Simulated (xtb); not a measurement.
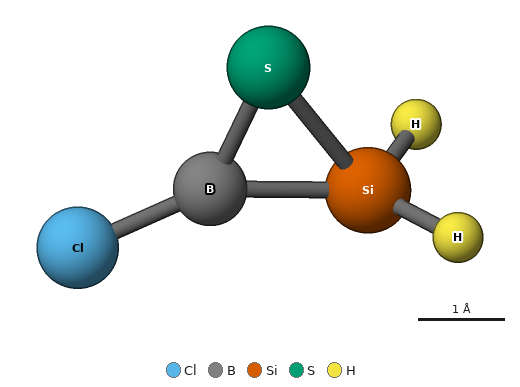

*The structure (ball-and-stick view, seen at a tilt).*

Bond lengths as drawn: B–Cl 1.70 Å, B–S 1.77 Å, B–Si 1.92 Å, H–Si 1.46 Å and S–Si 2.26 Å.

## Run report: BSiH₂SCl, calculation of the molecule and its ions (part 1 of 2)

BSiH₂SCl, SMILES ClB1[SiH2]S1, computed with GFN1-xTB, ALPB solvent methanol (xtb 6.7.1).

The run did not end well. The geometry was optimised with GFN2-xTB.

Input file (coord)
```
$coord angs
    -0.1771100    -2.6612200     0.6686500  Cl
    -0.2588400    -1.0415700     0.1472700  B
     0.4989500     0.7161600     0.0479800  Si
    -1.4398000    -0.0979700    -0.7755300  S
     1.2651300     1.2166400    -1.0863200  H
     0.1537600     1.8040700     0.9516500  H
$end
```

Launch command:
```bash
xtb coord --alpb methanol --vipea -v --json > out.txt 2> xtb.err
```

Log
```
* xtb version 6.7.1
$$$$$$$$$$$$$$$$$$$$$$$$$$$$$$$$$$$$$$$$$$$$$$$$$$$$$$$$$$$$$$$$$$$$$$$$
 CONSTRAINTS & SCANS: DEBUG SECTION
$$$$$$$$$$$$$$$$$$$$$$$$$$$$$$$$$$$$$$$$$$$$$$$$$$$$$$$$$$$$$$$$$$$$$$$$
   ID    Z sym.   atoms
    1   17 Cl     1
    2    5 B      2
    3   14 Si     3
    4   16 S      4
    5    1 H      5, 6
$$$$$$$$$$$$$$$$$$$$$$$$$$$$$$$$$$$$$$$$$$$$$$$$$$$$$$$$$$$$$$$$$$$$$$$$

           -------------------------------------------------
          |                Calculation Setup                |
           -------------------------------------------------

          program call               : xtb coord --alpb methanol --vipea -v --json
          coordinate file            : coord
          xtbhome directory          : .
          path for xtb               : [file]
          xcontrol input file        : coord
          omp threads                :                     1

           -------------------------------------------------
          |                 G F N 1 - x T B                 |
           -------------------------------------------------

      * Hamiltonian:
        H0-scaling (s, p, d)           1.850000    2.250000    2.000000
        zeta-weighting                 0.000000
      * Dispersion:
        s8                             2.400000
        a1                             0.630000
        a2                             5.000000
        s9                             0.000000
      * Repulsion:
        kExp                           1.500000
        rExp                           1.000000
      * Coulomb:
        alpha                          2.000000
        third order                    atomic
        anisotropic                    false
      * Halogen bond correction:
        rad-scale                      1.300000
        damping                        0.440000

      * Solvation model:               ALPB
        Solvent                        methanol
        Parameter file                 internal GFN1-xTB/ALPB
        Dielectric constant                3.2700E+01
        Reference state                gsolv [1 M gas/solution]
        Free energy shift                  4.3754E-03 Eh       2.7456E+00 kcal/mol
        Temperature                        2.9815E+02 K
        Density                            7.9200E-01 kg/L
        Solvent mass                       3.2040E+01 g/mol
        Interaction kernel             P16
        Born radius scaling (c1)           1.7266E+00
        Born radii integrator          GBOBC
        Born offset                        0.0000E+00 a0       0.0000E+00 AA
        H-bond correction              true
        Ion screening                  false
        Surface tension                    1.0000E-05 Eh       1.5569E+01 dyn/cm
        Grid points                               230 per atom

          ...................................................
          :                      SETUP                      :
          :.................................................:
          :  # basis functions                  38          :
          :  # atomic orbitals                  35          :
          :  # shells                           15          :
          :  # electrons                        22          :
          :  # halogen bonds                     1          :
          :  max. iterations                   250          :
          :  Hamiltonian                  GFN1-xTB          :
          :  restarted?                      false          :
          :  GBSA solvation                   true          :
          :  PC potential                    false          :
          :  electronic temp.          300.0000000     K    :
          :  accuracy                    1.0000000          :
          :  -> integral cutoff          0.2500000E+02      :
          :  -> integral neglect         0.1000000E-07      :
          :  -> SCF convergence          0.1000000E-05 Eh   :
          :  -> wf. convergence          0.2000000E-04 e    :
          :  Broyden damping             0.4000000          :
          :  net charge                          0          :
          :  unpaired electrons                  0          :
          ...................................................

 iter      E             dE          RMSdq      gap      omega  full diag
   1    -12.3836863 -0.123837E+02  0.670E+00    3.32       0.0  T
   2    -12.4134498 -0.297636E-01  0.408E+00    2.98       1.0  T
   3    -12.4125673  0.882543E-03  0.146E+00    2.99       1.0  T
   4    -12.4149973 -0.242997E-02  0.339E-01    2.94       1.0  T
   5    -12.4155393 -0.542076E-03  0.565E-02    2.97       1.0  T
   6    -12.4155466 -0.722798E-05  0.166E-02    2.96       2.5  T
   7    -12.4155472 -0.599073E-06  0.125E-02    2.97       3.3  T
   8    -12.4155477 -0.489641E-06  0.633E-03    2.96       6.5  T
   9    -12.4155478 -0.175456E-06  0.369E-04    2.96     110.5  T
  10    -12.4155478 -0.742727E-09  0.319E-05    2.96    1278.5  T
  11    -12.4155478 -0.442135E-11  0.616E-06    2.96    6622.6  T

   *** convergence criteria satisfied after 11 iterations ***

         #    Occupation            Energy/Eh            Energy/eV
      -------------------------------------------------------------
         1        2.0000           -0.9220372             -25.0899
       ...           ...                  ...                  ...
         5        2.0000           -0.5016421             -13.6504
         6        2.0000           -0.5007056             -13.6249
         7        2.0000           -0.4948160             -13.4646
         8        2.0000           -0.4782248             -13.0132
         9        2.0000           -0.4461587             -12.1406
        10        2.0000           -0.4369287             -11.8894
        11        2.0000           -0.3902825             -10.6201 (HOMO)
        12                         -0.2813366              -7.6556 (LUMO)
        13                         -0.2488560              -6.7717
        14                         -0.1751937              -4.7673
        15                         -0.1513053              -4.1172
        16                         -0.1310039              -3.5648
       ...                                ...                  ...
        35                          1.5153577              41.2350
      -------------------------------------------------------------
                  HL-Gap            0.1089459 Eh            2.9646 eV
             Fermi-level           -0.3358096 Eh           -9.1378 eV

 SCC (total)                   0 d,  0 h,  0 min,  0.005 sec
 SCC setup                      ...        0 min,  0.000 sec (  2.528%)
 Dispersion                     ...        0 min,  0.000 sec (  0.279%)
 classical contributions        ...        0 min,  0.000 sec (  0.159%)
 integral evaluation            ...        0 min,  0.001 sec ( 24.749%)
 iterations                     ...        0 min,  0.002 sec ( 31.650%)
 molecular gradient             ...        0 min,  0.002 sec ( 39.356%)
 printout                       ...        0 min,  0.000 sec (  1.180%)

         :::::::::::::::::::::::::::::::::::::::::::::::::::::
         ::                     SUMMARY                     ::
         :::::::::::::::::::::::::::::::::::::::::::::::::::::
         :: total energy             -12.339629431269 Eh    ::
         :: total w/o Gsasa/hb       -12.335521501275 Eh    ::
         :: gradient norm              0.048828728908 Eh/a0 ::
         :: HOMO-LUMO gap              2.964568406499 eV    ::
         ::.................................................::
         :: HOMO orbital eigv.       -10.620127796863 eV    ::
         :: LUMO orbital eigv.        -7.655559390364 eV    ::
         ::.................................................::
         :: SCC energy               -12.415547832467 Eh    ::
         :: -> electrostatic           0.008828356053 Eh    ::
         :: -> Gsolv                  -0.004758635150 Eh    ::
         ::    -> Gelec               -0.000650705156 Eh    ::
         ::    -> Gsasa               -0.008332016066 Eh    ::
         ::    -> Ghb                 -0.000151305300 Eh    ::
         ::    -> Gshift               0.004375391373 Eh    ::
         :: repulsion energy           0.078375537753 Eh    ::
         :: dispersion energy         -0.002457136555 Eh    ::
         :: halogen bond corr.         0.000000000000 Eh    ::
         :: add. restraining           0.000000000000 Eh    ::
         :: total charge              -0.000000000000 e     ::
         ::.................................................::
         :: atomisation energy         1.017790777234 Eh    ::
         :::::::::::::::::::::::::::::::::::::::::::::::::::::

           -------------------------------------------------
          |        vertical delta SCC IP calculation        |
           -------------------------------------------------

 iter      E             dE          RMSdq      gap      omega  full diag
   1    -11.9756920 -0.119757E+02  0.197E+00    2.96       0.0  T
   2    -11.9919487 -0.162567E-01  0.158E+00    2.80       1.0  T
   3    -11.9936485 -0.169982E-02  0.115E+00    2.73       1.0  T
   4    -11.9923781  0.127045E-02  0.627E-01    2.73       1.0  T
   5    -11.9940040 -0.162592E-02  0.145E-01    2.69       1.0  T
   6    -11.9939760  0.279992E-04  0.127E-01    2.69       1.0  T
   7    -11.9940374 -0.614391E-04  0.328E-02    2.69       1.2  T
   8    -11.9940394 -0.193891E-05  0.182E-02    2.69       2.2  T
   9    -11.9940405 -0.115346E-05  0.817E-03    2.69       5.0  T
  10    -11.9940407 -0.212812E-06  0.141E-03    2.69      29.0  T
  11    -11.9940407 -0.918351E-08  0.267E-04    2.69     153.2  T
  12    -11.9940407 -0.572102E-09  0.166E-06    2.69   24641.0  T
  13    -11.9940407 -0.319744E-13  0.125E-06    2.69   32684.5  T
     SCC iter.                  ...        0 min,  0.002 sec
     gradient                   ...        0 min,  0.002 sec
------------------------------------------------------------------------
empirical IP shift (eV):    4.8455
delta SCC IP (eV):    6.6243
------------------------------------------------------------------------
           -------------------------------------------------
          |        vertical delta SCC EA calculation        |
           -------------------------------------------------
```
